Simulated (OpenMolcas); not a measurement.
## Excited-state calculation, with input and output: C₂H₆ (part 1 of 2)

- system: C₂H₆
- method: CASSCF/ANO-R1, sfX2C (OpenMolcas 26.06)

The geometry comes from this level: PBE0-D4/def2-TZVP.

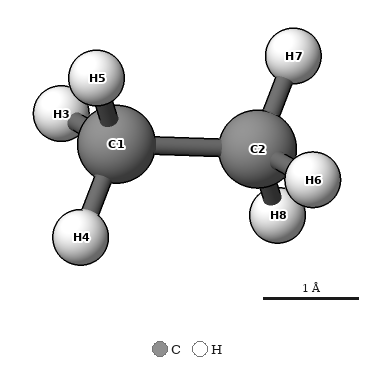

*The input geometry (ball-and-stick view, seen at a tilt; atoms are numbered from 1 in the order of the input).*

**Summary**

- outcome: converged
- total energy: −79.285686 hartree
- CASSCF energy: −79.285686 hartree
- basis functions: 58
- hardware: 1 thread of Arm Neoverse V1, 24 GiB of memory available, shared host
- wall time: 9 s
- peak memory: 0.4 GiB

**Input**
```
>>> EXPORT MOLCAS_PRINT=2
&GATEWAY
Coord
8
bohr
C     -0.61756250     0.24982179    -1.27084082
C      0.61756250    -0.24982179     1.27084082
H      0.13322569    -1.00079896    -2.73235500
H     -2.65903363    -0.04856596    -1.18863773
H     -0.29971056     2.19246025    -1.89426147
H     -0.13303672     1.00079896     2.73235500
H      2.65903363     0.04837699     1.18844876
H      0.29952159    -2.19227128     1.89445044
Basis=ANO-R1
Group=NoSym
&SEWARD
&RASSCF
FileOrb=$CurrDir/step1.ScfOrb
Spin=1
Nactel=4 0 0
Inactive=7
Ras2=4
CIRoot=3 3 1
OrbListing=Nothing
OrbAppear=Compact
```

Command:
```bash
export MOLCAS_MEM=1860
pymolcas step2.input > step2.log
```

**The program's output**
```
--- Start Module: gateway ---

                                              &GATEWAY

                       available to each process: 1.9 GB of memory, 1 thread

++    Symmetry information:
      ---------------------

                    Character Table for C1

                             E
                    a        1  x, y, xy, Rz, z, xz, Ry, yz, Rx, I
--

++    Basis set information:
      ----------------------

      Basis set label: C.ANO-R...3S2P1D.

      Electronic valence basis set:
      ------------------
      Associated Effective Charge   6.000000 au
      Associated Actual Charge      6.000000 au
      Nuclear Model: Finite nucleus - Gaussian distribution
        Gaussian exponent, Xi/bohr**(-2):  6.80775E+08

      Shell  nPrim  nBasis  Cartesian Spherical Contaminant
         s      12       3        X
         p       7       2        X
         d       3       1                 X

      Basis set label: H.ANO-R...2S1P.

      Electronic valence basis set:
      ------------------
      Associated Effective Charge   1.000000 au
      Associated Actual Charge      1.000000 au
      Nuclear Model: Finite nucleus - Gaussian distribution
        Gaussian exponent, Xi/bohr**(-2):  2.12482E+09

      Shell  nPrim  nBasis  Cartesian Spherical Contaminant
         s       7       2        X
         p       4       1        X
--

++    Molecular structure info:
      -------------------------

                    ************************************************
                    **** Cartesian Coordinates / bohr, angstrom ****
                    ************************************************

     Center  Label                x              y              z                     x              y              z
        1      C1              -0.617563       0.249822      -1.270841             -0.326800       0.132200      -0.672500
        2      C2               0.617563      -0.249822       1.270841              0.326800      -0.132200       0.672500
        3      H3               0.133226      -1.000799      -2.732355              0.070500      -0.529600      -1.445900
        4      H4              -2.659034      -0.048566      -1.188638             -1.407100      -0.025700      -0.629000
        5      H5              -0.299711       2.192460      -1.894261             -0.158600       1.160200      -1.002400
        6      H6              -0.133037       1.000799       2.732355             -0.070400       0.529600       1.445900
        7      H7               2.659034       0.048377       1.188449              1.407100       0.025600       0.628900
        8      H8               0.299522      -2.192271       1.894450              0.158500      -1.160100       1.002500

                    ***************************************
                    *    InterNuclear Distances / bohr    *
                    ***************************************

               1 C1            2 C2            3 H3            4 H4            5 H5            6 H6
    1 C1       0.000000
    2 C2       2.869725        0.000000
    3 H3       2.064887        4.101722        0.000000
    4 H4       2.064799        4.101905        3.329643        0.000000
    5 H5       2.064831        4.101707        3.329676        3.329641        0.000000
    6 H6       4.101745        2.064818        5.825834        4.780796        4.780525        0.000000
    7 H7       4.101801        2.064780        4.780500        5.825957        4.780624        3.329626
    8 H8       4.101698        2.064739        4.780647        4.780581        5.825744        3.329398

               7 H7            8 H8
    7 H7       0.000000
    8 H8       3.329601        0.000000

                    *******************************************
                    *    InterNuclear Distances / angstrom    *
                    *******************************************

               1 C1            2 C2            3 H3            4 H4            5 H5            6 H6
    1 C1       0.000000
    2 C2       1.518593        0.000000
    3 H3       1.092691        2.170538        0.000000
    4 H4       1.092645        2.170634        1.761971        0.000000
    5 H5       1.092662        2.170530        1.761988        1.761970        0.000000
    6 H6       2.170550        1.092655        3.082899        2.529888        2.529745        0.000000
    7 H7       2.170579        1.092634        2.529732        3.082964        2.529797        1.761962
    8 H8       2.170525        1.092613        2.529810        2.529774        3.082851        1.761841

               7 H7            8 H8
    7 H7       0.000000
    8 H8       1.761949        0.000000

                    **************************************
                    *    Valence Bond Angles / degree    *
                    **************************************
                          Atom centers                 Phi
                      2 C2       1 C1       3 H3       111.40
                      2 C2       1 C1       4 H4       111.41
                      2 C2       1 C1       5 H5       111.41
                      3 H3       1 C1       4 H4       107.47
                      3 H3       1 C1       5 H5       107.47
                      4 H4       1 C1       5 H5       107.47
                      1 C1       2 C2       6 H6       111.41
                      1 C1       2 C2       7 H7       111.41
                      1 C1       2 C2       8 H8       111.41
                      6 H6       2 C2       7 H7       107.47
                      6 H6       2 C2       8 H8       107.46
                      7 H7       2 C2       8 H8       107.47

           ***************************************************************
           *              Valence Dihedral Angles / degree               *
           ***************************************************************
                    Atom centers                       Phi1     Phi2     Theta
           3 H3       1 C1       2 C2       6 H6        111.40   111.41   180.00
           3 H3       1 C1       2 C2       7 H7        111.40   111.41    59.99
           3 H3       1 C1       2 C2       8 H8        111.40   111.41   -60.01
           4 H4       1 C1       2 C2       6 H6        111.41   111.41   -60.00
           4 H4       1 C1       2 C2       7 H7        111.41   111.41   179.99
           4 H4       1 C1       2 C2       8 H8        111.41   111.41    59.99
           5 H5       1 C1       2 C2       6 H6        111.41   111.41    60.00
           5 H5       1 C1       2 C2       7 H7        111.41   111.41   -60.00
           5 H5       1 C1       2 C2       8 H8        111.41   111.41   179.99
--

            Nuclear Potential Energy             42.32852951 au

--- Stop Module: gateway /rc=_RC_ALL_IS_WELL_ ---

--- Start Module: seward ---

                                              &SEWARD

                       available to each process: 1.9 GB of memory, 1 thread

               SEWARD will generate:
                  Multipole Moment integrals up to order  2
                  Kinetic Energy integrals
                  Nuclear Attraction integrals (finite nuclei - Gaussian type)
                  One-Electron Hamiltonian integrals
                  Velocity integrals
                  Relativistic X2C integrals
                  Orbital angular momentum around ( -0.0000  -0.0000   0.0000 )
                  Velocity quadrupole around ( -0.0000  -0.0000   0.0000 )
                  Atomic mean-field integrals
                  Two-Electron Repulsion integrals

                   Integrals are discarded if absolute value <: 1.00E-14
                   Integral cutoff threshold is set to       <: 1.00E-16

            Nuclear Potential Energy             42.32852951 au

      Basis set specifications :
      Symmetry species         a
      Basis functions           58

--- Stop Module: seward /rc=_RC_ALL_IS_WELL_ ---
--- Module seward spent 2 seconds ---

--- Start Module: rasscf ---

                                              &RASSCF

                       available to each process: 1.9 GB of memory, 1 thread

      Header of the ONEINT file:
      --------------------------

      OrdInt status: non-squared

      Cartesian coordinates in angstrom:
      -----------------------------------------------------
      No.  Label        X            Y            Z
      -----------------------------------------------------
       1   C1        -0.32680000   0.13220000  -0.67250000
       2   C2         0.32680000  -0.13220000   0.67250000
       3   H3         0.07050000  -0.52960000  -1.44590000
       4   H4        -1.40710000  -0.02570000  -0.62900000
       5   H5        -0.15860000   1.16020000  -1.00240000
       6   H6        -0.07040000   0.52960000   1.44590000
       7   H7         1.40710000   0.02560000   0.62890000
       8   H8         0.15850000  -1.16010000   1.00250000
      -----------------------------------------------------
      Nuclear repulsion energy =   42.32852951

++    Wave function specifications:
      -----------------------------

      Number of closed shell electrons          14
      Number of electrons in active shells       4
      Max number of holes in RAS1 space          0
      Max nr of electrons in RAS3 space          0
      Number of inactive orbitals                7
      Number of active orbitals                  4
      Number of secondary orbitals              47
      Spin quantum number                      0.0
      State symmetry                             1
--

++    Orbital specifications:
      -----------------------

      Symmetry species                           1
                                                 a
      Frozen orbitals                            0
      Inactive orbitals                          7
      Active orbitals                            4
      RAS1 orbitals                              0
      RAS2 orbitals                              4
      RAS3 orbitals                              0
      Secondary orbitals                        47
      Deleted orbitals                           0
      Number of basis functions                 58
--

++    CI expansion specifications:
      ----------------------------

      Number of CSFs                            20
      Number of spin combinations               21
      Number of determinants                    36
      Number of root(s) required                 3
      Root chosen for geometry opt.              3
      CI roots used                              1     2     3
      weights                                0.333 0.333 0.333
      highest root included in the CI            3
      max. size of the explicit Hamiltonian     20
--

++    Optimization specifications:
      ----------------------------

      RASSCF algorithm: Conventional
      Maximum number of macro iterations       200
      Maximum number of SX iterations          100
      Threshold for RASSCF energy            1.000E-08
      Threshold for max MO rotation          1.000E-01
      Threshold for max BLB element          1.000E-04
      Level shift parameter                  5.000E-01
      Make Quasi-Newton update
--

      The MO-coefficients are taken from the file:
      step1.ScfOrb
      Title: SCF orbitals

      Total molecular charge    0.00

      ************************************************************************************************************************
      *                                            Wave function control section                                             *
      ************************************************************************************************************************

                                         RASSCF iterations: Energy and convergence statistics
                                         ----------------------------------------------------
```
